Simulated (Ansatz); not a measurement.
The starting structures come from a database of crystals and need not be the phases stable at ambient conditions.

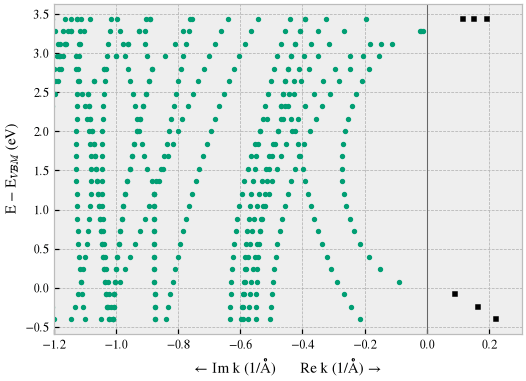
Fig. 1. Complex bands at the centre of the two-dimensional zone; r2SCAN (Ansatz, a program for electronic structure)

The gap is the functional's own, uncorrected, and κ follows it; spin-orbit coupling is left out. Mid-gap values are interpolated between the computed energies.

Q: This is Cs2TlBiF6 (Fm-3m, not sure to be the ambient phase, 10 atoms a cell, 23.3 Å³ an atom) along the normal of (110). Read off the slowest decay at the centre of the two-dimensional zone at 1.68 eV, the computed energy nearest the middle of the gap.

A: κ ≈ 0.27 1/Å, a decay length 1/(2κ) of the density of 1.8 Å.
